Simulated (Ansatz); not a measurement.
**A correction line for wB97X-V/def2-TZVPP: atomisation energy**

The atomisation energy (no zero-point term) in kJ/mol of 8 molecular compounds of N: x at wB97X-V/def2-TZVPP, y at CCSD(T)/CBS estimate. Shapes, held fixed at every level: PBE0-D4/def2-TZVP. Flexible molecules stand in one conformer, not always the lowest. Programs: Ansatz 0.2.0.

```
                                           molecule  x (kJ/mol)  y (kJ/mol)
                     C2H8ClNSi (SMILES CCN[SiH2]Cl)        4710        4692
        C2H7Cl2NSi2 (SMILES C=CN([SiH2]Cl)[SiH2]Cl)        5123        5098
               CH10BNSi2 (SMILES BN(C)[SiH2][SiH3])        5137        5097
                           C2H9B2N (SMILES BN(B)CC)        5371        5337
               C2H11NSi2 (SMILES C[SiH2]N(C)[SiH3])        5603        5577
                  C3H10BNSi (SMILES BN([SiH3])CC=C)        6095        6066
C7H23NSi3 (SMILES C[SiH](C)N([SiH](C)C)[Si](C)(C)C)       13037           ?
 C9H25NSi2 (SMILES C[SiH](C)N(C(C)(C)C)[Si](C)(C)C)       14413       14378
```

Task: Fit y = c + s·x to the known rows and predict y for C7H23NSi3.

Result: 
1. Means of the 7 rows: x = 6636.00, y = 6606.4.
2. Σ(Δx)² = 71687370, Σ(Δx·Δy) = 71633185, so the slope is 71633185/71687370 = 0.99924.
3. Intercept: 6606.4 − (0.99924) × 6636.00 = -24.6. The largest residual of the fit is 12.
4. C7H23NSi3: -24.6 + 0.99924 × 13037 = 13002 kJ/mol.

CCSD(T)/CBS estimate gives 12999 kJ/mol, so the prediction is off by +3 kJ/mol, within the largest residual. Uncorrected, wB97X-V/def2-TZVPP misses C7H23NSi3 by +38 kJ/mol, and the other rows by 30 on average. The line removes about 90 % of this miss. C9H25NSi2 lies far out in x and weighs most in the slope. Left out in turn, the other rows are missed by 11 kJ/mol on average, so much of the error is systematic among these molecules. The CBS estimate extrapolates MP2 from def2-TZVPP and def2-QZVPP and adds CCSD(T) − MP2 in the triple-zeta set, cores frozen.

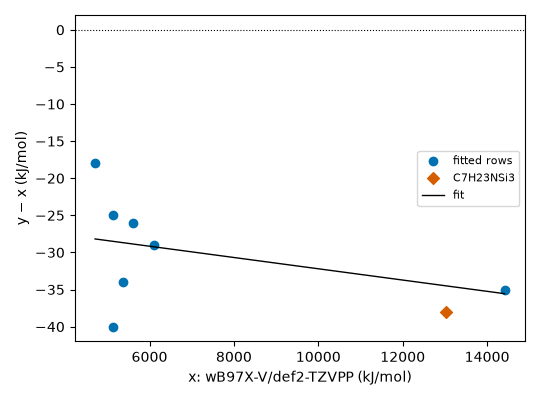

The correction y − x against x, with the fitted line and the withheld molecule.
